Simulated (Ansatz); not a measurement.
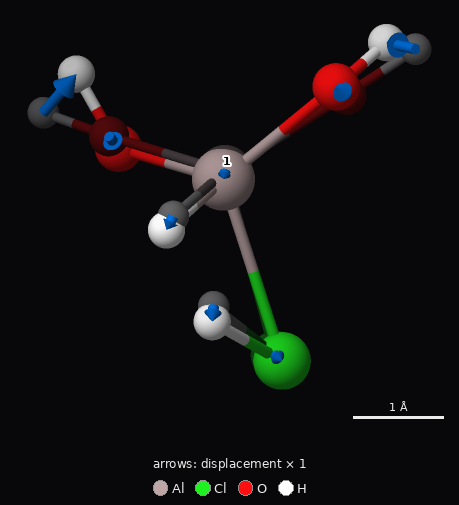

A constrained relaxation of AlH4O2Cl. The starting structure is drawn faded, the final one solid; blue arrows show the displacements, at their true length. The two geometries are superimposed by the best rigid fit.

The picture is a ball-and-stick view, seen at a tilt.

The reaction that was planned forms Al1–H6, Cl2–H5 and breaks Al1–Cl2, H5–H6 (atoms numbered from 1 in input order).

Level of theory: RKS PBE0-D4/def2-SVP (Ansatz). (held fixed: the distance between atoms 1 (Al) and 6 (H), the distance between atoms 2 (Cl) and 5 (H), the distance between atoms 1 (Al) and 2 (Cl), the distance between atoms 5 (H) and 6 (H), counting from 1; force threshold 0.04 eV/Å; at most 150 steps)

**Atoms of which element are displaced furthest, and by how much?**

Hydrogen: up to 0.62 Å, against 0.28 Å for oxygen.

**What did the optimiser do to the structure, and how much energy did it gain?**

The energy falls by 5.99 kcal/mol in 10 accepted moves (11 points after the start). The largest force component goes from 0.55 to 0.014 eV/Å. The line search rejected the trial step at point 9 of the run. The largest moves after the best rigid fit, 0.62 Å, are those of H atoms. Largest moves by element: H 0.62 Å, O 0.28 Å, Cl 0.14 Å, Al 0.10 Å. Some distances before and after: Al–O 1.641 → 1.706 Å, H–O 0.943 → 0.958 Å. Bond angles that change, for instance: Al–O–H 177.7° → 124.2°, Al–O–H 178.3° → 125.2°, O–Al–H 106.8° → 113.4°. Cost: 28 s on 4 threads of Intel Xeon @ 2.50GHz (shared host).
